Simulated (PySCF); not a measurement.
# GeCl2 (SMILES Cl[Ge]Cl): TPSS/aug-cc-pVDZ

Aim: the energy change on altering one bond length of GeCl2 at TPSS/aug-cc-pVDZ, from 2 runs. Input form: a Python script.

The results are computed with PySCF 2.14.0.

2 further runs of the same task are left out: 2 set aside as unsound or not needed.

### Step 1. The molecule

GeCl2 has 3 atoms, charge 0, and is taken as a singlet. SMILES: `Cl[Ge]Cl`. Geometry: relaxed at PBE0-D4/def2-TZVP.

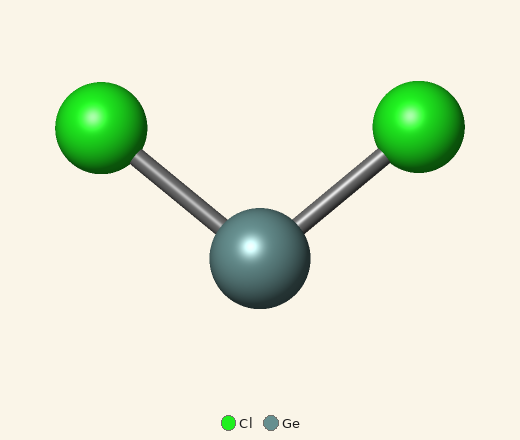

The structure, seen from a chosen angle (chlorine green, germanium teal).

### Step 2. A single-point energy at TPSS/aug-cc-pVDZ

input.py reads:

```python
from pyscf import gto, dft

mol = gto.Mole()
mol.atom = '''
Cl  -0.065420  -1.681680   0.422740
Ge  -0.421210   0.067170  -0.832020
Cl   0.486630   1.614500   0.409270
'''
mol.basis = 'aug-cc-pvdz'
mol.verbose = 3
mol.max_memory = 1860
mol.build()

mf = dft.RKS(mol)
mf.xc = 'tpss'
mf.grids.level = 5
mf.conv_tol = 1e-10
mf.kernel()
if not mf.converged:
    mf = mf.newton().run(mf.mo_coeff, mf.mo_occ)

energy = mf.e_tot
print('E(%s) = %.9f' % ('TPSS', energy))
```

The run is started by

```console
OMP_NUM_THREADS=1 python input.py
```

The log of the run:

```text
converged SCF energy = -2997.48888657061
E(TPSS) = -2997.488886571
```

Wall time 39 s (1 thread of AMD EPYC (Zen 3), shared host); peak memory 0.46 GiB.

### Step 3. The distorted shape

input.py reads:

```python
from pyscf import gto, dft

system = gto.M(
    atom=[
    ('Cl', (0.219208, -3.080741, 1.426534)),
    ('Ge', (-0.421210, 0.067170, -0.832020)),
    ('Cl', (0.486630, 1.614500, 0.409270)),
],
    charge=0,
    verbose=3,
    basis='aug-cc-pvdz',
    max_memory=1860,
)

calc0 = dft.RKS(system, xc='tpss')
calc0.conv_tol = 1e-10
calc0.grids.level = 5
calc0.kernel()
if not calc0.converged:
    calc0 = calc0.newton().run(calc0.mo_coeff, calc0.mo_occ)

e_tot = calc0.e_tot
print('Final energy', e_tot)
```

The run is started by

```console
OMP_NUM_THREADS=1 python input.py
```

The log of the run:

```text
converged SCF energy = -2997.383169199
Final energy -2997.383169199004
```

It took 88 s on 1 thread of AMD EPYC (Zen 3), shared host; peak memory 0.46 GiB.

### Step 4. Summary of results

At TPSS/aug-cc-pVDZ:

| quantity | value |
| --- | --- |
| first shape: total energy | -2997.48889 Eh |
| first shape: dipole moment | 1.86 D |
| first shape: HOMO energy | -7.17 eV |
| first shape: LUMO energy | -3.85 eV |
| first shape: HOMO–LUMO gap | 3.33 eV |
| distorted shape: total energy | -2997.38317 Eh |
| distorted shape: dipole moment | 8.76 D |
| distorted shape: HOMO energy | -5.66 eV |
| distorted shape: LUMO energy | -5.44 eV |
| distorted shape: HOMO–LUMO gap | 0.22 eV |
| energy change with the Cl1–Ge2 bond stretched from 2.182 to 3.927 Å | 2.877 eV |

**Reading.** One bond (distorted shape) is far stretched, which a spin-restricted single reference describes badly; a broken-symmetry solution may lie lower. With the Cl1–Ge2 bond stretched from 2.182 to 3.927 Å the energy rises by 2.88 eV (278 kJ/mol). The first shape isn't relaxed at this level, so the change isn't measured from a minimum. A restricted reference can't describe the breaking bond well at this length. Mulliken charges (first shape) run from -0.34 on Cl1 to +0.68 on Ge2; in a basis this large or diffuse they mean little. Mulliken charges (distorted shape) run from -0.49 on Cl1 to +0.74 on Ge2; in a basis this large or diffuse they mean little.
